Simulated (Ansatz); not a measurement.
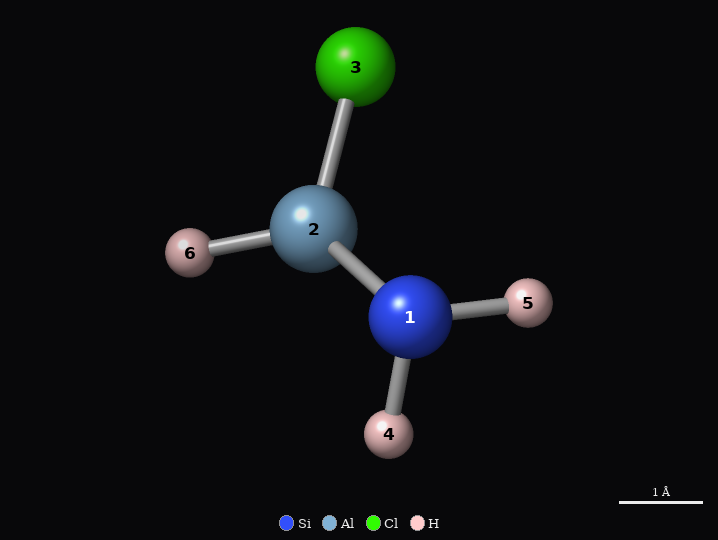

Orthographic view with a scale bar. The species has charge −1 and is a spin singlet. The geometry was computed by an optimisation with PBE0-D4/def2-TZVPD. No frequency run is at hand to confirm it as a minimum.

Write Cartesian coordinates in Å in the frame of the picture: x to the right, y up, z towards the viewer, origin at the mean of the atomic positions.

```xyz
6
AlClH3Si
Si   0.56  -0.61   1.29
Al  -0.62   0.46  -0.49
Cl  -0.11   2.43  -1.33
H    0.30  -2.03   0.79
H    1.99  -0.43   0.78
H   -2.12   0.17  -1.03
```
